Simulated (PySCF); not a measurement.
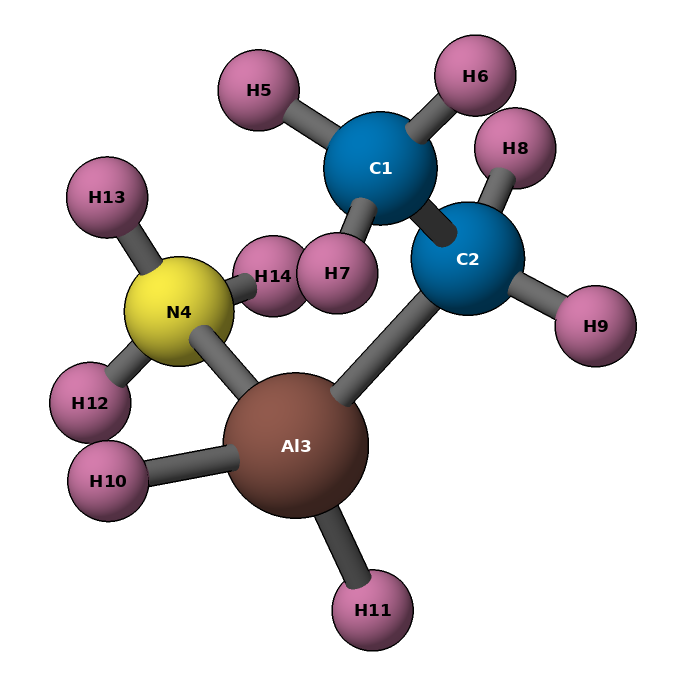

The computed structure is the end point of a GFN2-xTB optimisation. No frequency run is at hand to confirm it as a minimum. Method: GIAO PBE0/pcSseg-1 NMR shielding, non-relativistic, gas phase (PySCF 2.14.0). Principal shieldings σ11 ≤ σ22 ≤ σ33, span Ω = σ33 − σ11, skew κ = 3(σiso − σ22)/Ω.

Give the shielding tensors of the C atoms.

| atom | σ11 | σ22 | σ33 | σiso | Ω | κ |
| --- | --- | --- | --- | --- | --- | --- |
| C1 | 162.7 | 168.6 | 183.3 | 171.5 | 20.6 | 0.43 |
| C2 | 171.8 | 186.1 | 194.2 | 184.0 | 22.4 | −0.28 |

Shieldings and span in ppm.

The geometry is semi-empirical. Around Al such bond lengths and angles can be off by a tenth of an ångström or more and by several degrees, and values that hang on the shape move with them.
